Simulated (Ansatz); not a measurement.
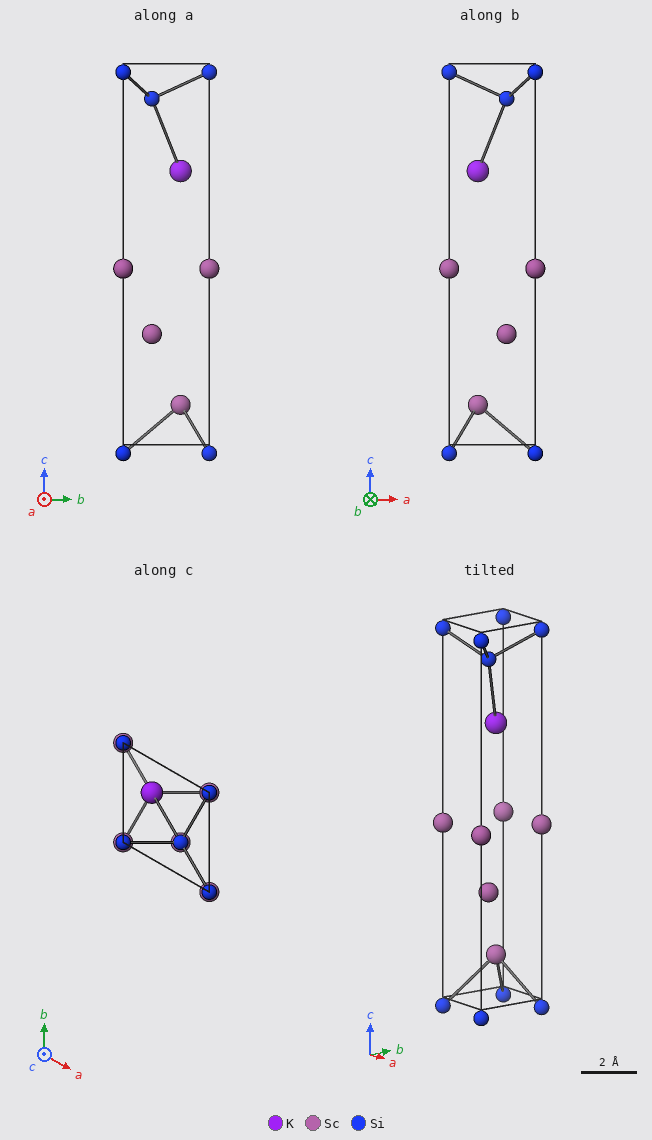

The figure gives a ball-and-stick picture of the atoms, viewed along the a axis, along the b axis, along the c axis and slightly off an axis. The lines enclose the conventional unit cell; boundary atoms appear with their images.

Lattice parameters: a = 3.641 Å, b = 3.641 Å, c = 13.956 Å, α = 90.00°, β = 90.00°, γ = 120.00°. Put a along x and b in the xy plane.

Give the structure in the form of a POSCAR file, with free fractional coordinates to two decimals.

```
K Sc Si
1.0
     3.641    0.000    0.000
    -1.821    3.154    0.000
     0.000    0.000   13.956
K Sc Si
1 3 2
Direct
  0.3333 0.6667 0.72
  0.3333 0.6667 0.11
  0.6667 0.3333 0.29
  0.00 0.00 0.46
  0.00 0.00 0.98
  0.6667 0.3333 0.91
```

It goes back to a structure type filled with these elements by a generator (whether the compound takes this form wasn't checked). Earlier steps of the study, as a rule a relaxation of our own, may have changed the cell and positions, so they can lie some per cent off the listed ones. A calculation with Ansatz used it as input.
